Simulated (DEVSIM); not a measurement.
Structure: abrupt Si p-n junction, at 300 K.

```csv
layer (left to right),material,thickness (μm),Nd (cm⁻³),Na (cm⁻³),τn (s),τp (s)
1,Si,16.0,-,3.9e17,9e-6,9e-6
2,Si,7.90,2.4e14,-,9e-6,9e-6
```

Left contact: ohmic. Right contact: ohmic. Voltage is applied to the left contact. Recombination: SRH at mid-gap, radiative. Mobility is constant in doping.

Constants are typed, rounded textbook-type inputs, not results; the design itself was drawn at random and stands for no fabricated device. Values at 300 K.

| parameter | Si |
|---|---|
| gap (eV) | 1.124 |
| affinity (eV) | 4.05 |
| permittivity | 11.7 |
| Nc (cm⁻³) | 2.86e19 |
| Nv (cm⁻³) | 3.1e19 |
| μn (cm²/Vs) | 1417 |
| μp (cm²/Vs) | 470 |
| B (cm³/s) | 4.7e-15 |

DEVSIM, 1D drift-diffusion, Boltzmann statistics, complete ionisation; no tunnelling, impact ionisation, image-force lowering or self-heating.

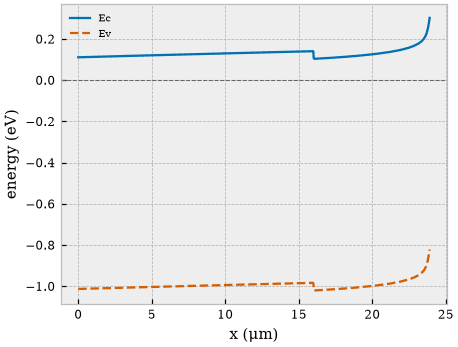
Fig. 1. Band edges at 0.9 V on the left contact

Energies count from the Fermi level of the right contact; mesh points crowd at the junctions.

| x (μm) | Ec (eV) | Ev (eV) | n (cm⁻³) | p (cm⁻³) | field (V/cm) |
|---|---|---|---|---|---|
| 0.000 | 0.111 | -1.013 | 300 | 3.9e17 | 20 |
| 0.03731 | 0.111 | -1.013 | 9.1e13 | 3.9e17 | 20 |
| 0.1390 | 0.111 | -1.013 | 3.4e14 | 3.9e17 | 20 |
| 0.3916 | 0.112 | -1.012 | 9.4e14 | 3.9e17 | 20 |
| 1.444 | 0.114 | -1.010 | 3.3e15 | 3.9e17 | 19 |
| 3.874 | 0.118 | -1.006 | 8.2e15 | 4.0e17 | 19 |
| 9.477 | 0.129 | -0.995 | 1.7e16 | 4.1e17 | 18 |
| 14.17 | 0.137 | -0.987 | 2.2e16 | 4.1e17 | 18 |
| 15.33 | 0.139 | -0.985 | 2.3e16 | 4.1e17 | 18 |
| 15.75 | 0.140 | -0.984 | 2.3e16 | 4.1e17 | 18 |
| 15.92 | 0.140 | -0.984 | 2.3e16 | 4.1e17 | 18 |
| 15.99 | 0.133 | -0.991 | 3.2e16 | 3.1e17 | -12000 |
| 16.03 | 0.105 | -1.019 | 9.4e16 | 1.0e17 | -1300 |
| 16.10 | 0.104 | -1.020 | 9.7e16 | 9.7e16 | 39 |
| 16.44 | 0.105 | -1.019 | 9.3e16 | 9.3e16 | 42 |
| 17.16 | 0.108 | -1.016 | 8.4e16 | 8.4e16 | 46 |
| 18.99 | 0.118 | -1.006 | 6.1e16 | 6.1e16 | 63 |
| 21.93 | 0.147 | -0.977 | 2.4e16 | 2.4e16 | 160 |
| 23.36 | 0.189 | -0.935 | 6.1e15 | 6.0e15 | 650 |
| 23.70 | 0.230 | -0.894 | 1.6e15 | 2.1e15 | 2300 |
| 23.84 | 0.275 | -0.849 | 4.3e14 | 1.0e15 | 4200 |
| 23.90 | 0.302 | -0.822 | 2.4e14 | 480000 | 4700 |
